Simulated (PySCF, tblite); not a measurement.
# C₃H₈O₄SSi₂: geometry, infrared bands and NMR shifts

Aim: predict the infrared bands and NMR shifts of C₃H₈O₄SSi₂ (`O=S(=O)(O)[C@@]1([SiH3])C=CO[SiH2]1`).

Programs: tblite 0.8.0 and PySCF 2.14.0, with density-fitted response routines of our own. Each step states its level of theory. These are calculated values for one molecule in the gas phase, unless marked as measured. Atoms are numbered from 0 throughout.

## 1. Starting geometry

18 atoms, charge 0, multiplicity 1; geometry from: force field or distance geometry start.

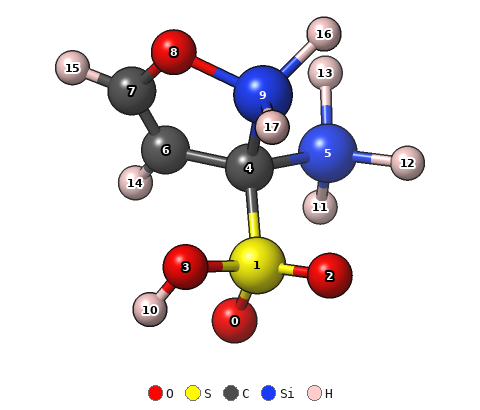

As it starts; oxygen red, sulfur yellow, carbon dark grey, silicon blue, hydrogen pink, atoms numbered.

## 2. Relaxing the molecule with GFN2-xTB

Job settings and geometry (Å):

```
{"job": {"kind": "relax", "xc": "GFN2-xTB", "basis": "xTB"}, "charge": 0, "multiplicity": 1}
O      0.508800     2.578500     0.569700
S      0.477900     1.612000    -0.511200
O      1.525300     1.582900    -1.508000
O     -0.924400     1.880700    -1.260800
C      0.200700    -0.015800     0.181100
Si     1.705800    -0.526700     1.052300
C     -1.125600    -0.072900     0.921400
C     -2.003900    -0.943700     0.418700
O     -1.662200    -1.693500    -0.707800
Si    -0.106200    -1.243300    -1.189400
H     -1.319400     2.693700    -0.887600
H      2.005500     0.371800     2.198300
H      2.909800    -0.585200     0.199100
H      1.555500    -1.875600     1.659900
H     -1.339700     0.548900     1.795200
H     -3.009600    -1.157700     0.789100
H      0.760100    -2.452900    -1.162900
H     -0.167100    -0.694900    -2.568800
```

On the command line:

```
$ OMP_NUM_THREADS=1 python probes_run.py task.json out
```

The driver reads the jobs from task.json and runs them one after another.

The program printed:

```text
step      E/eV     max force
  0    -911.89410    2.903
  1    -912.11642    1.009
  2    -912.17711    0.633
  3    -912.20554    0.548
  4    -912.23082    0.447
  5    -912.24983    0.357
  6    -912.26338    0.263
  7    -912.27617    0.267
  8    -912.28763    0.308
  9    -912.29485    0.255
 10    -912.29955    0.165
 11    -912.30352    0.166
 12    -912.30798    0.199
 13    -912.31332    0.222
 14    -912.31823    0.216
 15    -912.32440    0.281
 16    -912.33095    0.248
 17    -912.33609    0.143
 18    -912.33957    0.137
 19    -912.34245    0.124
 20    -912.34540    0.161
 21    -912.34845    0.157
 22    -912.35133    0.113
 23    -912.35408    0.128
 24    -912.35683    0.135
 25    -912.35935    0.122
 26    -912.36122    0.084
 27    -912.36246    0.079
 28    -912.36344    0.075
 29    -912.36437    0.079
 30    -912.36525    0.075
 31    -912.36601    0.080
 32    -912.36665    0.078
 33    -912.36716    0.053
 34    -912.36758    0.049
 35    -912.36794    0.043
 36    -912.36831    0.055
 37    -912.36870    0.049
 38    -912.36910    0.047
 39    -912.36949    0.052
 40    -912.36992    0.051
 41    -912.37038    0.048
 42    -912.37077    0.047
 43    -912.37102    0.032
 44    -912.37116    0.032
 45    -912.37130    0.031
 46    -912.37146    0.032
 47    -912.37165    0.034
 48    -912.37186    0.033
 49    -912.37208    0.037
 50    -912.37229    0.034
 51    -912.37250    0.039
 52    -912.37268    0.036
 53    -912.37285    0.029
 54    -912.37301    0.030
 55    -912.37317    0.027
 56    -912.37330    0.026
 57    -912.37342    0.024
 58    -912.37353    0.031
 59    -912.37369    0.033
 60    -912.37390    0.043
 61    -912.37412    0.040
 62    -912.37426    0.025
 63    -912.37435    0.024
 64    -912.37444    0.028
 65    -912.37458    0.036
 66    -912.37476    0.039
 67    -912.37491    0.025
 68    -912.37499    0.020
 69    -912.37503    0.019
 70    -912.37508    0.019
 71    -912.37515    0.023
 72    -912.37524    0.030
 73    -912.37532    0.027
 74    -912.37538    0.021
 75    -912.37544    0.018
 76    -912.37549    0.014
 77    -912.37553    0.014
 78    -912.37556    0.012
 79    -912.37558    0.012
 80    -912.37561    0.013
 81    -912.37566    0.016
 82    -912.37570    0.013
 83    -912.37573    0.010
```

Run time: 1.6 s. Hardware: 1 thread of Arm Neoverse N1, shared host; peak memory 0.18 GiB.

Along the way: (not every step is listed)

```
step  energy from step 0 (eV)  largest force (eV/Å)
   0                   0.0000                2.9026
   1                  -0.2223                1.0092
   2                  -0.2830                0.6331
   3                  -0.3114                0.5476
   4                  -0.3367                0.4466
   5                  -0.3557                0.3568
   6                  -0.3693                0.2626
   7                  -0.3821                0.2673
   8                  -0.3935                0.3080
  15                  -0.4303                0.2815
  22                  -0.4572                0.1130
  29                  -0.4703                0.0794
  36                  -0.4742                0.0546
  43                  -0.4769                0.0322
  50                  -0.4782                0.0338
  57                  -0.4793                0.0244
  64                  -0.4803                0.0280
  71                  -0.4810                0.0233
  78                  -0.4815                0.0121
  79                  -0.4815                0.0121
  80                  -0.4815                0.0135
  81                  -0.4816                0.0163
  82                  -0.4816                0.0135
  83                  -0.4816                0.0100
```

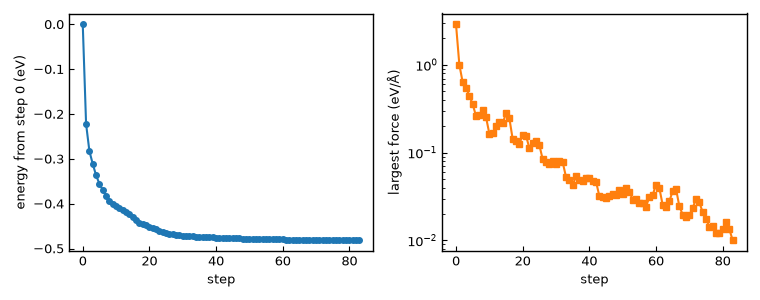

Energy and largest force along the relaxation.

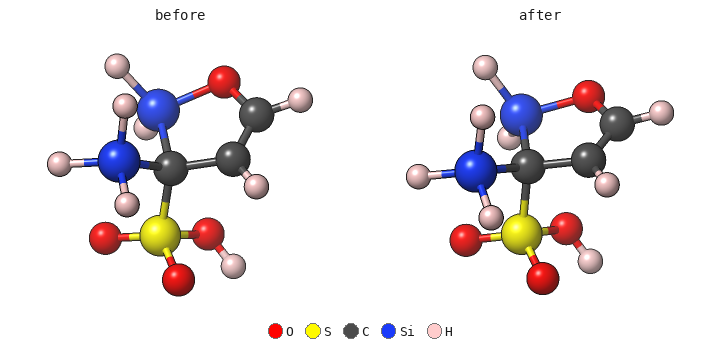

The geometry before (left) and after (right).

Distances of close pairs at the start and the end, largest changes first:

| bond | before (Å) | after (Å) | change (Å) |
| --- | --- | --- | --- |
| C4–Si5 | 1.813 | 1.894 | +0.081 |
| C4–Si9 | 1.865 | 1.911 | +0.046 |
| O8–Si9 | 1.690 | 1.652 | -0.038 |
| Si9–H17 | 1.486 | 1.449 | -0.037 |
| C4–C6 | 1.520 | 1.485 | -0.035 |
| C7–O8 | 1.396 | 1.368 | -0.028 |
| S1–C4 | 1.790 | 1.763 | -0.027 |
| Si5–H11 | 1.487 | 1.463 | -0.024 |

The final coordinates are the input of the step that follows.

## 3. Vibrational analysis with GFN2-xTB

Job settings and geometry (Å):

```
{"job": {"kind": "ir", "xc": "GFN2-xTB", "basis": "xTB"}, "charge": 0, "multiplicity": 1}
O      0.399983     2.447777     0.614235
S      0.451435     1.459177    -0.422976
O      1.558217     1.495950    -1.328322
O     -0.919757     1.639287    -1.291181
C      0.254046    -0.182943     0.187916
Si     1.846707    -0.432914     1.181875
C     -1.011723    -0.187821     0.965120
C     -2.012318    -0.833695     0.382740
O     -1.770870    -1.433211    -0.822906
Si    -0.223639    -1.205460    -1.354416
H     -1.339610     2.480169    -1.101162
H      1.948422     0.579803     2.232517
H      2.990049    -0.419773     0.275181
H      1.686449    -1.757225     1.801002
H     -1.097734     0.339604     1.897811
H     -3.018962    -0.956806     0.745685
H      0.504117    -2.476871    -1.329485
H     -0.253570    -0.548729    -2.645290
```

The program printed:

```text
mode    cm-1     km/mol
  1      44.5      2.98
  2      79.3      2.76
  3     101.7      0.69
  4     122.7      0.65
  5     133.1     23.97
  6     138.8     66.89
  7     156.6      3.03
  8     214.6      8.41
  9     255.4     14.72
 10     302.4      4.17
 11     337.9     22.82
 12     394.3     18.54
 13     437.1     27.35
 14     442.1     55.86
 15     473.5     61.51
 16     490.2     34.05
 17     525.5     64.91
 18     559.9     15.74
 19     566.5     24.41
 20     570.9    122.56
 21     657.3     73.56
 22     692.7    281.96
 23     712.8     25.99
 24     742.8    199.33
 25     758.8    182.52
 26     774.7    209.67
 27     785.9    298.36
 28     794.1     77.37
 29     809.0    257.30
 30     822.6      8.19
 31     863.6     91.95
 32     877.3     79.57
 33     975.4    235.90
 34    1055.9     58.31
 35    1107.5     34.45
 36    1128.3    443.33
 37    1162.2     73.10
 38    1263.4    449.08
 39    1263.8    106.58
 40    1659.1     56.66
 41    2224.5    232.09
 42    2264.4    321.38
 43    2287.5    257.94
 44    2318.0    244.92
 45    2412.4    210.36
 46    3103.4      7.95
 47    3135.2     12.82
 48    3600.7     51.16
```

It took 1.8 s on 1 thread of Arm Neoverse N1, shared host; peak memory 0.18 GiB.

Which atoms move in the most intense modes:

```
cm⁻¹  km/mol                                   atoms
 693   282.0                        O3 47 %, S1 30 %
 786   298.4  H13 20 %, H11 18 %, H17 15 %, H16 15 %
 809   257.3   H17 27 %, H16 22 %, Si9 17 %, O8 16 %
1128   443.3      O0 31 %, O2 28 %, S1 24 %, C4 11 %
1263   449.1               S1 41 %, O2 28 %, O0 24 %
2264   321.4                                H16 93 %
2288   257.9                                H11 95 %
2318   244.9                                H12 96 %
```

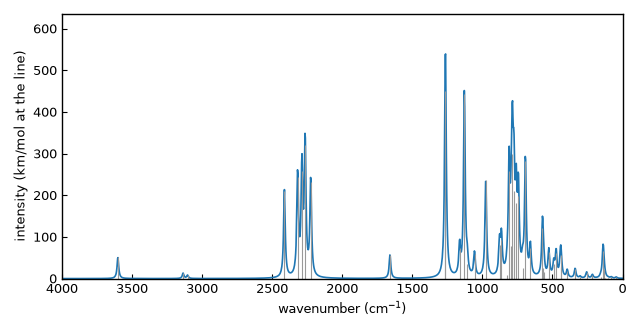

The infrared spectrum from these modes, unscaled. Lines are broadened to a width of 14 cm⁻¹ (Lorentzian).

## 4. NMR shieldings: PBE0/pcSseg-1

Settings changed since step 3:

```diff
@@ -1,2 +1,2 @@
-{"job": {"kind": "ir", "xc": "GFN2-xTB", "basis": "xTB"}, "charge": 0, "multiplicity": 1}
+{"job": {"kind": "nmr", "xc": "PBE0", "basis": "pcSseg-1"}, "charge": 0, "multiplicity": 1}
 O      0.399983     2.447777     0.614235
```

Level: GIAO PBE0/pcSseg-1 NMR shielding, non-relativistic, gas phase.

The program printed:

```text
coarse grid: 17440 points
cycle   1  E = -1395.8050455433  dE =  2.525e+00  |g| = 1.340e+00  |ddm| = 4.304e+00
cycle   2  E = -1395.2089395484  dE =  5.961e-01  |g| = 2.271e+00  |ddm| = 2.903e+00
cycle   3  E = -1396.1006135427  dE = -8.917e-01  |g| = 3.035e-01  |ddm| = 2.114e+00
cycle   4  E = -1396.1187889571  dE = -1.818e-02  |g| = 1.051e-01  |ddm| = 3.546e-01
cycle   5  E = -1396.1210370703  dE = -2.248e-03  |g| = 2.756e-02  |ddm| = 9.682e-02
cycle   6  E = -1396.1211903765  dE = -1.533e-04  |g| = 1.019e-02  |ddm| = 3.121e-02
cycle   7  E = -1396.1212100897  dE = -1.971e-05  |g| = 3.210e-03  |ddm| = 1.038e-02
cycle   8  E = -1396.1212120155  dE = -1.926e-06  |g| = 6.431e-04  |ddm| = 3.064e-03
final grid: 157032 points
cycle   9  E = -1396.2224070282  dE = -2.519e-05  |g| = 1.340e-02  |ddm| = 3.313e-02
cycle  10  E = -1396.2223502107  dE =  5.682e-05  |g| = 2.152e-02  |ddm| = 2.900e-02
cycle  11  E = -1396.2224393945  dE = -8.918e-05  |g| = 2.729e-03  |ddm| = 1.943e-02
cycle  12  E = -1396.2224410486  dE = -1.654e-06  |g| = 4.695e-04  |ddm| = 2.877e-03
cycle  13  E = -1396.2224410932  dE = -4.466e-08  |g| = 1.412e-04  |ddm| = 4.561e-04
cycle  14  E = -1396.2224410970  dE = -3.734e-09  |g| = 5.538e-05  |ddm| = 1.669e-04
cycle  15  E = -1396.2224410975  dE = -5.298e-10  |g| = 2.318e-05  |ddm| = 6.680e-05
converged SCF energy = -1396.2224410975

GIAO shielding tensors (ppm)
atom      isotropic    diamagn.    paramagn.     s11        s22        s33       span
  0 O      102.317     401.704    -299.386     54.542    109.803    142.606     88.064
  1 S      164.896    1052.314    -887.417     39.370    151.044    304.275    264.904
  2 O       77.641     401.309    -323.669     38.217     68.065    126.640     88.423
  3 O      135.015     396.102    -261.087     51.110     68.632    285.303    234.194
  4 C      129.566     267.776    -138.210    101.165    118.462    169.070     67.905
  5 Si     415.718     880.899    -465.181    383.760    404.503    458.892     75.132
  6 C       79.640     257.923    -178.283    -20.166    115.413    143.672    163.838
  7 C       24.965     250.049    -225.084    -78.066     60.712     92.248    170.314
  8 O      217.141     396.671    -179.530    129.194    239.500    282.727    153.533
  9 Si     348.081     881.153    -533.072    317.262    327.330    399.652     82.390
 10 H       27.254      31.412      -4.158     22.205     22.796     36.759     14.554
 11 H       27.092      29.248      -2.156     23.087     26.248     31.941      8.853
 12 H       27.202      29.138      -1.936     23.157     25.957     32.493      9.337
 13 H       27.620      29.292      -1.672     24.062     25.686     33.112      9.050
 14 H       26.297      34.110      -7.813     24.290     26.525     28.076      3.786
 15 H       24.873      29.816      -4.944     22.148     24.684     27.786      5.638
 16 H       26.360      29.694      -3.334     22.448     24.628     32.005      9.556
 17 H       25.912      29.404      -3.492     22.759     25.085     29.891      7.132
```

It took 1.7 min on 1 thread of Arm Neoverse N1, shared host; peak memory 1.1 GiB.

Shifts follow as δ = σ(reference) − σ, with reference shieldings (ppm) from runs at the same level and on the same kind of geometry: 1H TMS 31.72, 13C TMS 186.9, 29Si TMS 349.2, 17O H2O 336.1, 33S CS2 504. The references are single molecules in the gas phase, so shifts against H2O, NH3, PH3, H3PO4 or CFCl3 are not on the usual liquid scales and can be off by tens of ppm. Atoms listed in one row are averaged.

```csv
atoms,environment,σ (ppm),δ (ppm),δ scaled to CDCl3
C7,alkene carbon bearing oxygen,25.0,162.0,156.2
C6,β carbon of an enol-ether or enamine type C=C,79.6,107.3,102.8
C4,allylic fully substituted sp3 carbon bonded to S and 2 Si,129.6,57.4,49.7
H15,hydrogen on an alkene carbon bearing oxygen,24.87,6.84,6.56
H17,"hydrogen on a silicon bonded to C, O, in a 5-membered ring",25.91,5.81,–
H14,hydrogen on a β carbon of an enol-ether or enamine type C=C,26.30,5.42,5.22
H16,"hydrogen on a silicon bonded to C, O, in a 5-membered ring",26.36,5.36,–
H10,hydrogen on an oxygen bonded to S,27.25,4.46,–
"H11, H12, H13",hydrogen on a silicon bonded to C,27.30,4.41,–
O2,S=O oxygen,77.6,258.4,–
O0,S=O oxygen,102.3,233.8,–
O3,"oxygen bonded to S, H",135.0,201.1,–
O8,"oxygen bonded to C, Si, in a 5-membered ring",217.1,118.9,–
S1,sulfonyl sulfur,165,339,–
Si9,"silicon bonded to C, O, 2 H, in a 5-membered ring",348.1,1.1,–
Si5,"silicon bonded to C, 3 H",415.7,-66.6,–
```

The scaled column applies a straight-line fit of computed shieldings to shifts measured in CDCl3, with any fitted terms for Cl, Br or S neighbours (root-mean-square error 0.16 ppm for H, 1.9 ppm for C).

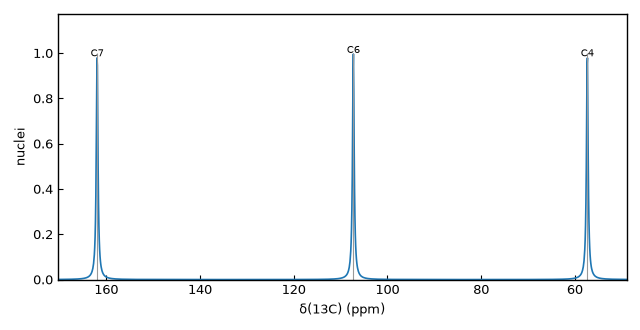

13C lines at the computed shifts, without couplings. Lines are broadened to a width of 0.42 ppm (Lorentzian).

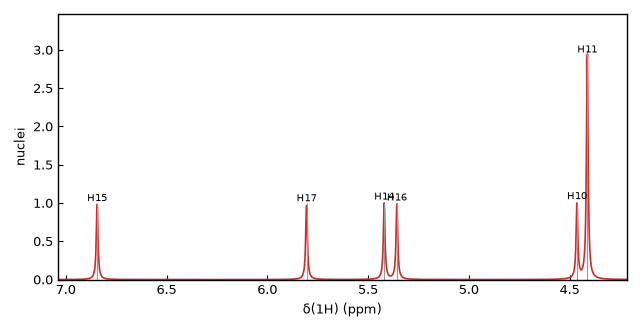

1H lines at the computed shifts, without couplings. Lines are broadened to a width of 0.01 ppm (Lorentzian).

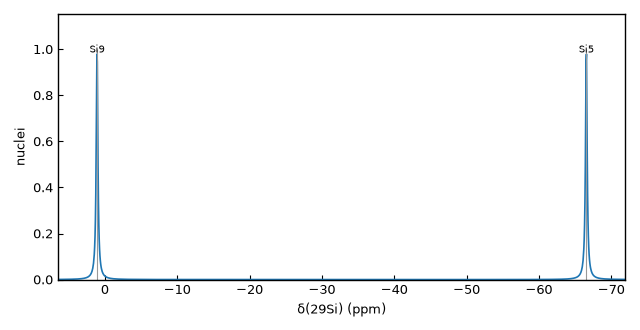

29Si lines at the computed shifts, without couplings. Lines are broadened to a width of 0.27 ppm (Lorentzian).

The run also stored atomic charges by several schemes (e):

```csv
atoms,Mulliken,IAO,Hirshfeld,ESP fit
O0,-0.52,-0.88,-0.31,-0.51
S1,1.23,2.14,0.54,1.00
O2,-0.50,-0.87,-0.30,-0.50
O3,-0.47,-0.73,-0.20,-0.59
C4,-1.03,-0.72,-0.17,-0.13
Si5,0.56,0.60,0.31,0.34
C6,-0.14,-0.26,-0.10,-0.50
C7,0.27,0.08,0.04,0.14
O8,-0.57,-0.59,-0.21,-0.37
Si9,0.96,1.01,0.41,0.64
```

IAO charges:

O0 -0.88; S1 2.14; O2 -0.87; O3 -0.73; C4 -0.72; Si5 0.60; C6 -0.26; C7 0.08; O8 -0.59; Si9 1.01; H10 0.39; H11 -0.09; H12 -0.09; H13 -0.11; H14 0.17; H15 0.18; H16 -0.13; H17 -0.10

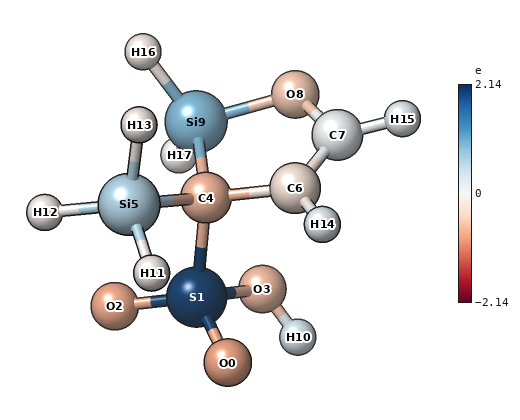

IAO charges, as colours on the atoms.

Mayer bond orders: O0–S1 1.75, S1–O2 1.76, S1–O3 0.92, S1–C4 0.89, C4–Si5 0.76, C4–C6 0.96, C6–C7 1.79, C7–O8 0.99, O8–Si9 0.93, Si9–C4 0.76.

Ring of atoms C4, C6, C7, O8, Si9: NICS(0) -3.4, NICS(1) -2.1, NICS(1)zz -3.6 ppm (means of both faces).

## 5. Outcome

```
                                                              quantity                                   value
                             strongest single infrared mode (GFN2-xTB)                   1263 cm⁻¹, 449 km/mol
                                          zero-point energy (GFN2-xTB)                           66.6 kcal/mol
                                13C shifts against TMS (PBE0/pcSseg-1)                  162.0, 107.3, 57.4 ppm
1H shifts against TMS (PBE0/pcSseg-1, means over atoms taken as alike)  6.84, 5.81, 5.42, 5.36, 4.46, 4.41 ppm
                                17O shifts against H2O (PBE0/pcSseg-1)          258.4, 233.8, 201.1, 118.9 ppm
                                33S shifts against CS2 (PBE0/pcSseg-1)                                 339 ppm
                               29Si shifts against TMS (PBE0/pcSseg-1)                          1.1, -66.6 ppm
```

What this shows: The optimisation took 83 steps and gained 0.482 eV; among the close pairs (by a distance rule), C4–Si5 changed most, from 1.813 to 1.894 Å. No mode is imaginary among the 48: a minimum at this level. GFN2-xTB is a fitted tight-binding method: band positions and strengths are rough. Its intensities can rank the bands wrongly. The most deshielded carbon is C7 (alkene carbon bearing oxygen), at 162.0 ppm: an sp2 carbon further deshielded by the attached heteroatom. H15 (hydrogen on an alkene carbon bearing oxygen) lies farthest downfield among hydrogen, at 6.84 ppm; attached to an sp2 carbon and in the plane of the double bond. At PBE0/pcSseg-1: The widest tensor belongs to S1: span 265 ppm, with a paramagnetic part of -887 ppm.
